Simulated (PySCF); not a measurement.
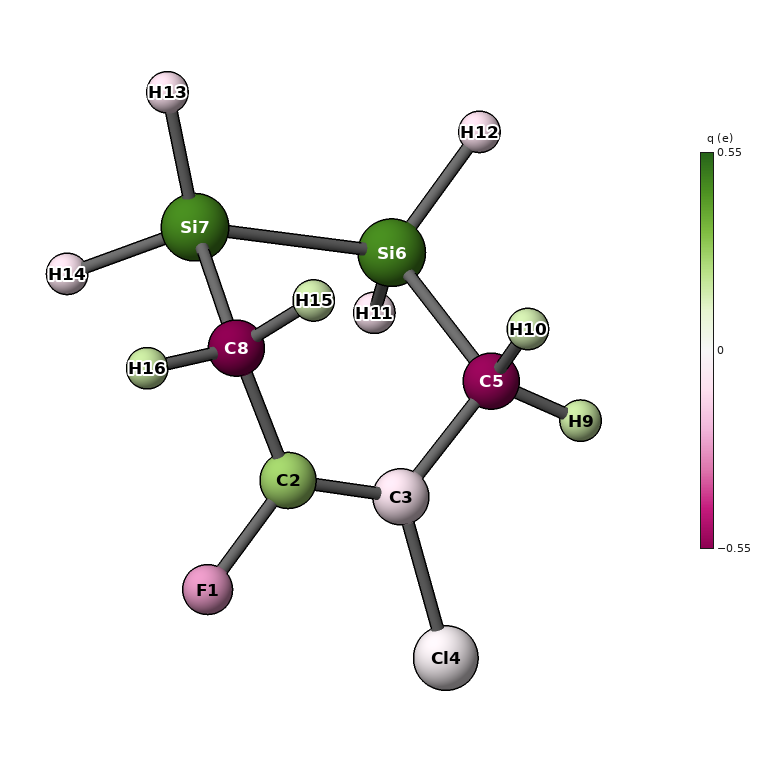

Atoms are coloured by their IAO charges. The computed structure is the end point of a GFN2-xTB optimisation. No frequency run is at hand to confirm it as a minimum. Level of theory: PBE0/pcSseg-1, gas phase (PySCF 2.14.0).

List the IAO charges.

| atom | value (e) |
| --- | --- |
| F1 | −0.27 |
| C2 | 0.26 |
| C3 | −0.08 |
| Cl4 | −0.03 |
| C5 | −0.53 |
| Si6 | 0.45 |
| Si7 | 0.45 |
| C8 | −0.55 |
| H9 | 0.18 |
| H10 | 0.16 |
| H11 | −0.09 |
| H12 | −0.10 |
| H13 | −0.10 |
| H14 | −0.09 |
| H15 | 0.16 |
| H16 | 0.18 |

The geometry is semi-empirical. Around Si such bond lengths and angles can be off by a tenth of an ångström or more and by several degrees, and values that hang on the shape move with them.
